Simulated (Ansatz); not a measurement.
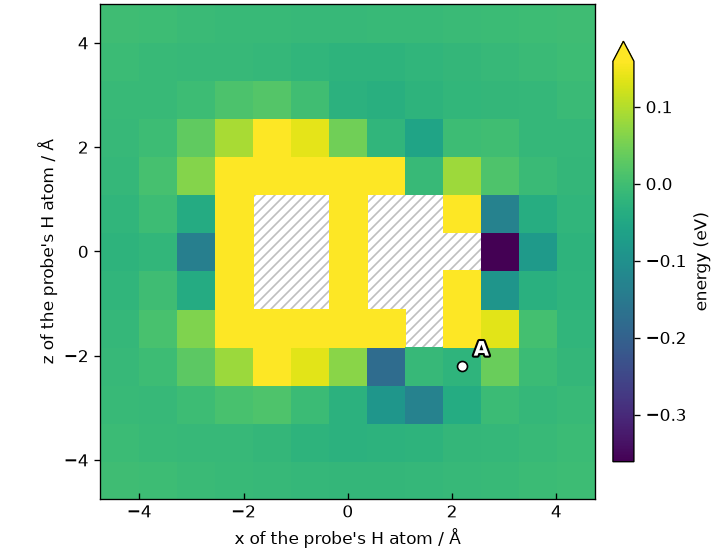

AsH₃OSi (SMILES O1[SiH2][AsH]1) with the probe H. The probe is moved over the plane through the molecule's long axis and the normal of its main plane. The first coordinate is: x of the probe's H atom; the second: z of the probe's H atom. Nothing is relaxed (molecule and probe rigid). Grid: 13 × 13 points. At 14 points there is no value (left out of the scan, as a rule where atoms come close). Points are written as (first, second). Energies are in eV, from molecule and probe far apart, each relaxed in its own basis (no counterpoise correction). Energies and slopes of some neighbouring points disagree (a jump in structure or state, or too coarse a mesh). These are results of Ansatz 0.2.0, UKS PBE-D4/def2-SVP, not measurements.

The picture shows one coloured cell a grid point, one colour for all values above the top of the scale, hatched blanks where no value was computed, the point A.

Question: Which way does the force act at A, and how strong is it?

Answer: A, at (2.19 Å, −2.19 Å), is not a stationary point. The computed force is 0.54 eV/Å in the plane, pointing down and left in the picture (components −0.30 and −0.45 eV/Å).
